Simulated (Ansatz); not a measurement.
Molecular dynamics of CH9NSi (part 5 of 5)

Continued. System: CH9NSi. Method: RKS B3LYP-D4/6-31G* (Ansatz 0.2.0). It belongs to a series of runs on one base structure; here: dynamics from the highest image of the converged band.

Geometry of the input (Å):
```
Si -0.2906  0.1573  -0.0195
H  0.4874  -0.1473  1.7853
H  0.5748  -0.9699  -0.4359
H  0.2985  1.5108  0.0898
H  -1.2420  0.2982  -1.1899
N  -1.6510  -0.2378  1.2407
H  -2.1336  -1.1196  1.0513
C  -2.5919  0.8469  1.5816
H  -3.2973  0.5141  2.3478
H  -2.0139  1.6861  1.9804
H  -3.1461  1.1850  0.7004
H  -0.6621  -0.3262  1.9204
```

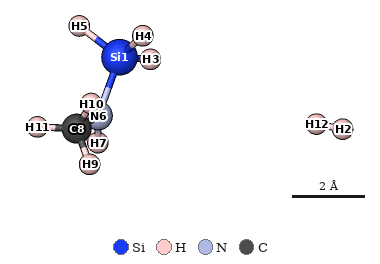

**Figure 1.** The geometry at step 100 of the log (ball-and-stick view, seen at a tilt; atoms are numbered from 1 in the order of the input).

Trajectory as extended XYZ, continued:
```
12
Properties=species:S:1:pos:R:3:forces:R:3 step=88 time_fs=44.0 energy=-10550.99738 temperature=1407.3
Si   -0.4386    0.1848   -0.0532   -0.5329  -0.9883  -0.5312
H     3.1065   -1.0152    4.4266    2.2776  -0.6588   1.6216
H     0.2806   -1.1114   -0.0512    0.4896   0.0756   0.1024
H     0.2223    1.3866    0.4895    0.2380   0.0901   0.0533
H    -0.6619    0.3970   -1.5481   -0.1258   0.2220   0.5020
N    -1.7783   -0.1732    0.9935    1.0708  -1.2569  -0.7957
H    -2.1045   -1.1404    1.1025    0.1828   0.6524  -0.1703
C    -2.6050    0.8362    1.5096   -1.3736   1.1200   0.5411
H    -2.9811    0.5800    2.5027   -0.1067  -0.0262   0.2187
H    -2.0293    1.7573    1.6269    0.0691   0.1991   0.0425
H    -3.4869    1.0977    0.8889    0.0911  -0.0884   0.0395
H     2.5677   -0.8593    4.0430   -2.2799   0.6594  -1.6239
12
Properties=species:S:1:pos:R:3:forces:R:3 step=90 time_fs=45.0 energy=-10551.06326 temperature=1456.0
Si   -0.4354    0.1845   -0.0557   -0.6006  -0.8725  -0.2766
H     3.1980   -1.0393    4.5119    1.3865  -0.4148   1.0354
H     0.2959   -1.1111   -0.0791    0.4184   0.1636   0.1600
H     0.2336    1.4028    0.4858    0.0976  -0.1704  -0.0433
H    -0.6930    0.3948   -1.5343   -0.0830   0.2693   0.3440
N    -1.7869   -0.1759    0.9859    0.9170  -1.0479  -0.6902
H    -2.1154   -1.1411    1.1140    0.2503   0.6780  -0.2240
C    -2.6149    0.8399    1.5108   -1.0255   0.9747   0.3450
H    -2.9680    0.5938    2.5080   -0.2163  -0.1310   0.3838
H    -2.0374    1.7554    1.6234    0.1743   0.3219   0.0244
H    -3.5014    1.1154    0.9055    0.0699  -0.1860  -0.0211
H     2.6521   -0.8759    4.1042   -1.3885   0.4153  -1.0374
12
Properties=species:S:1:pos:R:3:forces:R:3 step=92 time_fs=46.0 energy=-10551.10687 temperature=1489.0
Si   -0.4325    0.1839   -0.0582   -0.6296  -0.7728  -0.0052
H     3.3023   -1.0672    4.6068   -0.3289   0.1015  -0.2561
H     0.3151   -1.1093   -0.1055    0.3313   0.2576   0.2093
H     0.2458    1.4174    0.4818   -0.0312  -0.4015  -0.1244
H    -0.7250    0.3951   -1.5172   -0.0505   0.3124   0.1458
N    -1.7948   -0.1794    0.9779    0.7980  -0.5403  -0.5797
H    -2.1240   -1.1356    1.1233    0.2254   0.4315  -0.2309
C    -2.6257    0.8443    1.5124   -0.6069   0.8198   0.2632
H    -2.9570    0.6063    2.5169   -0.2700  -0.1954   0.4163
H    -2.0438    1.7566    1.6202    0.2123   0.3519  -0.0031
H    -3.5152    1.1313    0.9219    0.0231  -0.2638  -0.0895
H     2.7237   -0.8887    4.1560    0.3271  -0.1011   0.2544
12
Properties=species:S:1:pos:R:3:forces:R:3 step=93 time_fs=46.5 energy=-10551.08576 temperature=1473.5
Si   -0.4311    0.1836   -0.0595   -0.6385  -0.7327   0.1249
H     3.3543   -1.0811    4.6540   -0.9592   0.3000  -0.7612
H     0.3260   -1.1075   -0.1179    0.2846   0.3015   0.2303
H     0.2518    1.4234    0.4793   -0.0857  -0.4956  -0.1548
H    -0.7411    0.3964   -1.5080   -0.0373   0.3311   0.0400
N    -1.7986   -0.1812    0.9738    0.7544  -0.2008  -0.5281
H    -2.1275   -1.1310    1.1271    0.1830   0.2265  -0.2151
C    -2.6313    0.8468    1.5132   -0.3809   0.7461   0.2760
H    -2.9524    0.6119    2.5228   -0.2738  -0.2092   0.3714
H    -2.0463    1.7585    1.6186    0.2015   0.3273  -0.0195
H    -3.5221    1.1383    0.9298   -0.0055  -0.2946  -0.1234
H     2.7596   -0.8952    4.1821    0.9574  -0.2995   0.7595
12
Properties=species:S:1:pos:R:3:forces:R:3 step=95 time_fs=47.5 energy=-10551.02430 temperature=1427.4
Si   -0.4285    0.1826   -0.0621   -0.6606  -0.6722   0.3484
H     3.4503   -1.1064    4.7422   -1.5690   0.5031  -1.2888
H     0.3497   -1.1017   -0.1411    0.1900   0.3734   0.2639
H     0.2632    1.4316    0.4733   -0.1679  -0.6287  -0.1909
H    -0.7737    0.4014   -1.4895   -0.0130   0.3591  -0.1632
N    -1.8058   -0.1851    0.9652    0.6859   0.5450  -0.4309
H    -2.1332   -1.1209    1.1333    0.0662  -0.2541  -0.1540
C    -2.6427    0.8522    1.5151    0.0800   0.6094   0.3888
H    -2.9453    0.6216    2.5372   -0.2446  -0.2034   0.1755
H    -2.0498    1.7644    1.6151    0.1266   0.2120  -0.0536
H    -3.5358    1.1502    0.9447   -0.0610  -0.3409  -0.1824
H     2.8394   -0.9106    4.2404    1.5674  -0.5027   1.2872
12
Properties=species:S:1:pos:R:3:forces:R:3 step=97 time_fs=48.5 energy=-10551.02016 temperature=1424.1
Si   -0.4262    0.1814   -0.0645   -0.7074  -0.6318   0.4910
H     3.5318   -1.1271    4.8185   -1.4498   0.4762  -1.2308
H     0.3752   -1.0923   -0.1618    0.1000   0.4146   0.2854
H     0.2730    1.4339    0.4654   -0.2099  -0.6803  -0.1915
H    -0.8064    0.4098   -1.4726    0.0167   0.3699  -0.3239
N    -1.8124   -0.1885    0.9563    0.5986   1.1825  -0.3195
H    -2.1383   -1.1132    1.1381   -0.0323  -0.6447  -0.0861
C    -2.6540    0.8580    1.5173    0.5153   0.4789   0.5481
H    -2.9404    0.6293    2.5531   -0.1889  -0.1681  -0.0989
H    -2.0522    1.7723    1.6112    0.0061   0.0490  -0.0836
H    -3.5501    1.1589    0.9579   -0.0967  -0.3704  -0.2197
H     2.9338   -0.9306    4.3107    1.4484  -0.4759   1.2295
12
Properties=species:S:1:pos:R:3:forces:R:3 step=99 time_fs=49.5 energy=-10551.06331 temperature=1455.9
Si   -0.4240    0.1800   -0.0668   -0.7993  -0.6025   0.5239
H     3.5998   -1.1433    4.8833   -0.5952   0.2006  -0.5233
H     0.4017   -1.0790   -0.1798    0.0208   0.4168   0.2941
H     0.2809    1.4297    0.4558   -0.2094  -0.6474  -0.1566
H    -0.8389    0.4217   -1.4588    0.0630   0.3582  -0.4112
N    -1.8187   -0.1912    0.9473    0.4365   1.4916  -0.1556
H    -2.1436   -1.1114    1.1420   -0.0412  -0.7369  -0.0605
C    -2.6649    0.8643    1.5199    0.8795   0.3372   0.6575
H    -2.9373    0.6354    2.5682   -0.1327  -0.1243  -0.3602
H    -2.0545    1.7807    1.6065   -0.1210  -0.1051  -0.1034
H    -3.5654    1.1640    0.9689   -0.0953  -0.3879  -0.2268
H     3.0416   -0.9551    4.3925    0.5941  -0.2003   0.5222
12
Properties=species:S:1:pos:R:3:forces:R:3 step=100 time_fs=50.0 energy=-10551.06723 temperature=1458.3
Si   -0.4231    0.1792   -0.0678   -0.8671  -0.5897   0.4956
H     3.6310   -1.1505    4.9133    0.1187  -0.0406   0.1065
H     0.4151   -1.0708   -0.1877   -0.0132   0.4021   0.2936
H     0.2840    1.4252    0.4503   -0.1931  -0.5998  -0.1266
H    -0.8550    0.4290   -1.4533    0.0952   0.3429  -0.4221
N    -1.8217   -0.1921    0.9427    0.3226   1.4959  -0.0476
H    -2.1465   -1.1132    1.1437   -0.0035  -0.6465  -0.0733
C    -2.6702    0.8675    1.5214    1.0233   0.2566   0.6691
H    -2.9363    0.6380    2.5745   -0.1099  -0.1050  -0.4612
H    -2.0560    1.7846    1.6037   -0.1754  -0.1634  -0.1084
H    -3.5733    1.1651    0.9736   -0.0780  -0.3933  -0.2182
H     3.0982   -0.9682    4.4357   -0.1197   0.0409  -0.1074
12
Properties=species:S:1:pos:R:3:forces:R:3 step=102 time_fs=51.0 energy=-10551.00034 temperature=1408.4
Si   -0.4214    0.1775   -0.0698   -1.0506  -0.5641   0.3575
H     3.6963   -1.1658    4.9759    1.6520  -0.5836   1.5458
H     0.4416   -1.0516   -0.2015   -0.0677   0.3405   0.2836
H     0.2890    1.4121    0.4387   -0.1306  -0.4466  -0.0437
H    -0.8864    0.4459   -1.4453    0.1791   0.2931  -0.3808
N    -1.8276   -0.1933    0.9335    0.0593   1.2726   0.2063
H    -2.1520   -1.1209    1.1465    0.1305  -0.2629  -0.1418
C    -2.6799    0.8741    1.5249    1.2226   0.0668   0.5800
H    -2.9350    0.6425    2.5838   -0.0801  -0.0796  -0.5715
H    -2.0604    1.7912    1.5975   -0.2493  -0.2226  -0.1084
H    -3.5897    1.1647    0.9815   -0.0126  -0.3973  -0.1804
H     3.2088   -0.9936    4.5197   -1.6528   0.5838  -1.5466
12
Properties=species:S:1:pos:R:3:forces:R:3 step=104 time_fs=52.0 energy=-10550.97317 temperature=1388.0
Si   -0.4200    0.1755   -0.0717   -1.2924  -0.5341   0.1391
H     3.7765   -1.1865    5.0525    1.8374  -0.6725   1.8011
H     0.4675   -1.0292   -0.2125   -0.1030   0.2393   0.2623
H     0.2927    1.3948    0.4266   -0.0346  -0.2294   0.0634
H    -0.9160    0.4656   -1.4410    0.2847   0.2209  -0.2736
N    -1.8334   -0.1935    0.9244   -0.1804   0.9258   0.4641
H    -2.1563   -1.1312    1.1480    0.2763   0.2055  -0.2290
C    -2.6887    0.8808    1.5287    1.3062  -0.1668   0.3361
H    -2.9345    0.6462    2.5877   -0.0720  -0.0774  -0.5408
H    -2.0671    1.7957    1.5902   -0.2644  -0.1946  -0.0963
H    -3.6062    1.1604    0.9877    0.0804  -0.3894  -0.1247
H     3.3043   -1.0136    4.5896   -1.8381   0.6727  -1.8018
12
Properties=species:S:1:pos:R:3:forces:R:3 step=106 time_fs=53.0 energy=-10551.02065 temperature=1422.1
Si   -0.4192    0.1734   -0.0736   -1.5693  -0.4896  -0.1119
H     3.8733   -1.2131    5.1453    0.4526  -0.1714   0.4637
H     0.4925   -1.0046   -0.2211   -0.1206   0.1067   0.2320
H     0.2962    1.3753    0.4152    0.0802   0.0245   0.1828
H    -0.9429    0.4875   -1.4392    0.4003   0.1336  -0.1329
N    -1.8394   -0.1931    0.9157   -0.3240   0.6627   0.6682
H    -2.1580   -1.1395    1.1473    0.3632   0.5533  -0.2843
C    -2.6965    0.8873    1.5329    1.2957  -0.4416  -0.0369
H    -2.9347    0.6492    2.5864   -0.0815  -0.0990  -0.3743
H    -2.0763    1.7984    1.5820   -0.2204  -0.0858  -0.0755
H    -3.6220    1.1524    0.9927    0.1772  -0.3650  -0.0665
H     3.3833   -1.0276    4.6433   -0.4532   0.1716  -0.4643
12
Properties=species:S:1:pos:R:3:forces:R:3 step=107 time_fs=53.5 energy=-10551.01044 temperature=1414.4
Si   -0.4189    0.1723   -0.0745   -1.7086  -0.4564  -0.2332
H     3.9242   -1.2274    5.1942   -0.2716   0.1043  -0.2837
H     0.5045   -0.9918   -0.2245   -0.1243   0.0328   0.2143
H     0.2981    1.3655    0.4100    0.1375   0.1523   0.2417
H    -0.9550    0.4989   -1.4389    0.4571   0.0872  -0.0607
N    -1.8424   -0.1928    0.9115   -0.3475   0.6037   0.7374
H    -2.1575   -1.1419    1.1459    0.3721   0.6418  -0.2889
C    -2.7000    0.8904    1.5350    1.2662  -0.5900  -0.2546
H    -2.9351    0.6503    2.5844   -0.0900  -0.1168  -0.2511
H    -2.0818    1.7993    1.5777   -0.1807  -0.0093  -0.0632
H    -3.6293    1.1470    0.9949    0.2188  -0.3454  -0.0413
H     3.4203   -1.0337    4.6676    0.2710  -0.1041   0.2831
12
Properties=species:S:1:pos:R:3:forces:R:3 step=109 time_fs=54.5 energy=-10550.92506 temperature=1350.2
Si   -0.4189    0.1700   -0.0764   -1.9562  -0.3531  -0.4380
H     4.0229   -1.2548    5.2888   -1.1798   0.4663  -1.2778
H     0.5277   -0.9661   -0.2298   -0.1267  -0.1201   0.1762
H     0.3031    1.3473    0.4016    0.2334   0.3774   0.3452
H    -0.9757    0.5223   -1.4385    0.5597  -0.0056   0.0695
N    -1.8487   -0.1917    0.9035   -0.2953   0.6628   0.7999
H    -2.1541   -1.1420    1.1412    0.3156   0.6184  -0.2426
C    -2.7062    0.8963    1.5389    1.1848  -0.8918  -0.7000
H    -2.9365    0.6517    2.5788   -0.1060  -0.1572   0.0334
H    -2.0938    1.8013    1.5685   -0.0838   0.1600  -0.0368
H    -3.6422    1.1340    0.9991    0.2750  -0.2910  -0.0062
H     3.4974   -1.0470    4.7196    1.1792  -0.4661   1.2772
12
Properties=species:S:1:pos:R:3:forces:R:3 step=111 time_fs=55.5 energy=-10550.86384 temperature=1303.6
Si   -0.4195    0.1675   -0.0785   -2.1174  -0.1822  -0.5629
H     4.1106   -1.2778    5.3715   -1.3781   0.5591  -1.5430
H     0.5497   -0.9416   -0.2335   -0.1322  -0.2635   0.1382
H     0.3103    1.3326    0.3965    0.2792   0.5198   0.4126
H    -0.9912    0.5457   -1.4375    0.6381  -0.0912   0.1636
N    -1.8552   -0.1902    0.8960   -0.1301   0.9430   0.7653
H    -2.1476   -1.1363    1.1342    0.1742   0.3458  -0.1266
C    -2.7115    0.9015    1.5423    1.1065  -1.1707  -1.0733
H    -2.9389    0.6516    2.5734   -0.1061  -0.1859   0.2910
H    -2.1067    1.8049    1.5590    0.0049   0.3030  -0.0103
H    -3.6525    1.1181    1.0032    0.2834  -0.2184   0.0029
H     3.5855   -1.0647    4.7834    1.3776  -0.5589   1.5425
```
